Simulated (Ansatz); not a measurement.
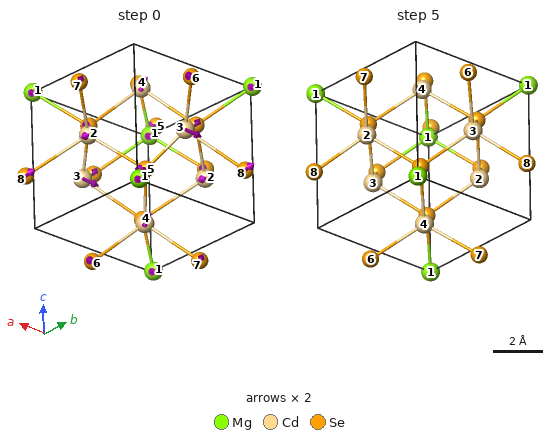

The structure of crystalline MgCd₃Se₄ (a generated structure, set up in P1) (coarse preliminary run) before (left) and after (right) a relaxation, at one scale. The purple arrows give the displacements (the part carried along by the change of the cell is left out), magnified 2 times.

Style: ball-and-stick. Shown: the cell of the calculation, from a free direction.

Level of theory: DFT PBE, scalar-relativistic, plane waves, PAW (Ansatz). (plane-wave cutoff 420 eV; k-point mesh 2 × 2 × 2; occupations gaussian; smearing width 0.1 eV; no spin polarisation; cell and atoms relaxed; force threshold 0.025 eV/Å; at most 60 steps)

### What changed between the two?

Over 4 accepted moves (5 points after the start) the energy falls by 2.268 eV per cell of the calculation. The largest force component goes from 2.8 to 0.0027 eV/Å. Pressure: 2.43 GPa at the start and −0.02 GPa at the end. The SCF was repeated once at an unchanged geometry on a basis and grid sized afresh for the cell, which shifted the energy by 1.6 meV per cell of the calculation at most. The atom that moves furthest relative to the cell is Cd3 (0.40 Å roughly along [−3 1 −1]). By element the largest moves are Cd 0.40 Å, Se 0.33 Å, Mg 0.21 Å. The volume changes by −4.0 %, with a 6.283 → 6.151 Å (−2.1 %), b 6.185 → 6.142 Å (−0.7 %), c 6.248 → 6.158 Å (−1.4 %), α 92.1° → 90.0°, β 90.3° → 90.0°, γ 92.0° → 90.1°. Near-neighbour distances that change, for instance: Mg1–Se5 3.084 → 2.605 Å, Cd2–Se8 3.110 → 2.683 Å, Cd2–Se6 2.301 → 2.683 Å, Mg1–Se8 2.292 → 2.605 Å. Bond angles that change, for instance: Se5–Cd3–Se6 127.0° → 108.4°, Mg1–Se8–Cd3 129.1° → 110.8°, Cd3–Se5–Cd4 125.5° → 108.2°. The space group stays P1 (No. 1). Cost: 19 s on 4 threads of Arm Neoverse V1 (shared host), peak memory 0.77 GiB.
